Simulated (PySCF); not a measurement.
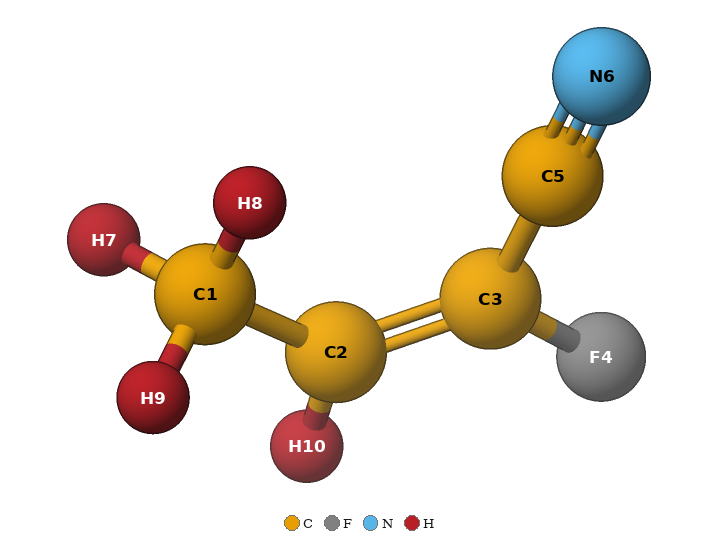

Computed geometry: PBE0-D3(BJ)/def2-SVP optimisation. No frequency run is at hand to confirm it as a minimum. Properties computed with B3LYP/pcJ-1 indirect spin-spin coupling, non-relativistic, gas phase (PySCF 2.14.0). Isotopes: 13C, 19F, 1H, 15N.

Give the spin–spin coupling constants of these pairs, with the number of bonds between them: C5/N6, C3/N6, C2/N6, F4/N6.

| pair | bonds apart | J (Hz) |
| --- | --- | --- |
| C5, N6 | 1 | −19.8 |
| C3, N6 | 2 | 3.9 |
| C2, N6 | 3 | −2.1 |
| F4, N6 | 3 | 1.1 |

Density functionals are unreliable for couplings to fluorine, so those rows may be far off.
